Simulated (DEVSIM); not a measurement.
Structure: Al/SiO2/n-Ge capacitor, at 450 K.

| layer (left to right) | material | thickness (nm) | Nd (cm⁻³) |
|---|---|---|---|
| 1 | SiO2 | 9.70 | - |
| 2 | Ge | 2200 | 7.1e16 |

Metal gate on the left, work function 4.1 eV. Fixed charge at the semiconductor interface -1.3e11 cm⁻² (in units of +e); no interface traps.

The device is made up for the run: typed textbook-type constants, with dimensions and the other settings drawn at random. Values at 300 K; Nc and Nv go as T^1.5, mobilities as T to minus their exponent, the gap by Varshni's rule with the affinity fixed.

```csv
parameter,SiO2,Ge
gap (eV),9,0.664
affinity (eV),0.9,4
permittivity,3.9,16
Nc (cm⁻³),-,1.04e19
Nv (cm⁻³),-,6e18
Varshni α (eV/K),-,0.000477
Varshni β (K),-,235
```

Simulated with DEVSIM: 1D Poisson equation in equilibrium, Boltzmann statistics, complete ionisation; no quantum confinement or tunnelling. Metal contacts follow the ideal Schottky-Mott rule: no Fermi-level pinning, no interface dipoles.

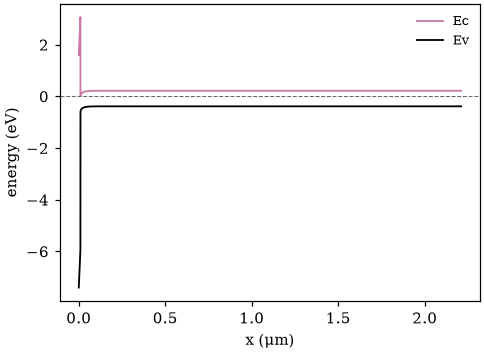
Figure. Band edges at 1.6 V on the gate

Energies count from the Fermi level of the right contact; mesh points crowd at the junctions.

```csv
x (μm),Ec (eV),Ev (eV),n (cm⁻³),p (cm⁻³),field (V/cm)
0.000,1.600,-7.400,< 1e2,< 1e2,1600000
0.001237,1.792,-7.207,< 1e2,< 1e2,1600000
0.003341,2.120,-6.880,< 1e2,< 1e2,1600000
0.006542,2.618,-6.382,< 1e2,< 1e2,1600000
0.009062,3.010,-5.990,< 1e2,< 1e2,1600000
0.01006,0.020,-0.583,1.1e19,3.3e12,310000
0.01186,0.062,-0.542,3.9e18,9.5e12,180000
0.01770,0.124,-0.479,7.7e17,4.8e13,68000
0.02784,0.168,-0.435,2.5e17,1.5e14,28000
0.05060,0.202,-0.401,1.0e17,3.5e14,7200
0.09715,0.215,-0.388,7.5e16,5.0e14,760
0.2533,0.217,-0.387,7.2e16,5.2e14,≈ 0
0.5419,0.217,-0.387,7.2e16,5.2e14,≈ 0
1.110,0.217,-0.387,7.2e16,5.2e14,≈ 0
1.812,0.217,-0.387,7.2e16,5.2e14,≈ 0
2.028,0.217,-0.387,7.2e16,5.2e14,≈ 0
2.124,0.217,-0.387,7.2e16,5.2e14,≈ 0
2.171,0.217,-0.387,7.2e16,5.2e14,≈ 0
2.196,0.217,-0.387,7.2e16,5.2e14,≈ 0
2.204,0.217,-0.387,7.2e16,5.2e14,≈ 0
2.208,0.217,-0.387,7.2e16,5.2e14,≈ 0
2.210,0.217,-0.387,7.2e16,5.2e14,≈ 0
```
